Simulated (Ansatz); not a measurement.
```
Os Cu
1.0
     5.48000    0.00000    0.00000
    -4.11000    7.11873    0.00000
     0.00000    0.00000    4.32646
Os Cu
12 1
Direct
  0.99482 0.98979 0.98715
  0.18292 0.21422 0.45487
  0.98894 0.29661 0.89310
  0.27109 0.64851 0.63126
  0.96867 0.66357 0.03421
  0.13404 0.88550 0.49232
  0.47653 0.96720 0.98075
  0.60532 0.17646 0.49666
  0.50581 0.31147 0.99016
  0.67335 0.54099 0.54487
  0.49533 0.64051 0.08532
  0.70094 0.90632 0.47039
  0.99171 0.42854 0.33132
```

Computed without spin polarisation.

Theory: Ansatz 0.2.0, DFT PBEsol, scalar-relativistic, plane waves, PAW.

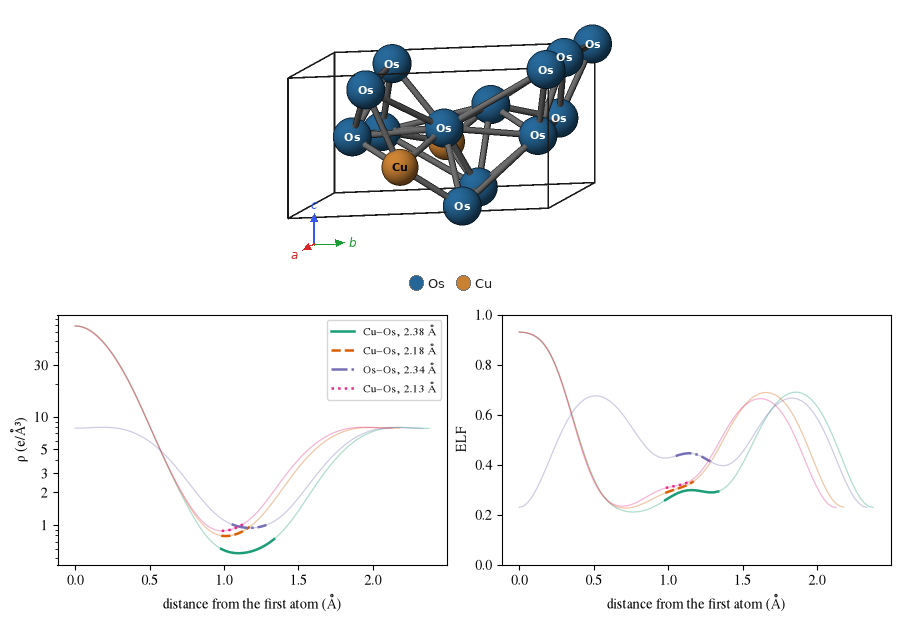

CuOs12 (cell with a defect). Valence charge density (pseudo) and electron localisation function along straight lines between neighbouring atoms. Thin, pale parts lie inside the atomic spheres. The structure is drawn too.

In a PAW calculation such maps are meaningful between the atoms, not at the nuclei.

### Compare the contacts.

Cu–Os (2.38 Å): ρ is about 0.57 e/Å³ halfway; the ELF is about 0.30 at the midpoint: no localised pair shows between them.
Cu–Os (2.18 Å): ρ is about 0.83 e/Å³ halfway; the ELF is about 0.30 at the midpoint.
Os–Os (2.34 Å): the density is about 0.94 e/Å³ at the midpoint; the ELF is about 0.45 at the midpoint.
Cu–Os (2.13 Å): ρ is about 0.92 e/Å³ halfway; the ELF is about 0.30 at the midpoint.
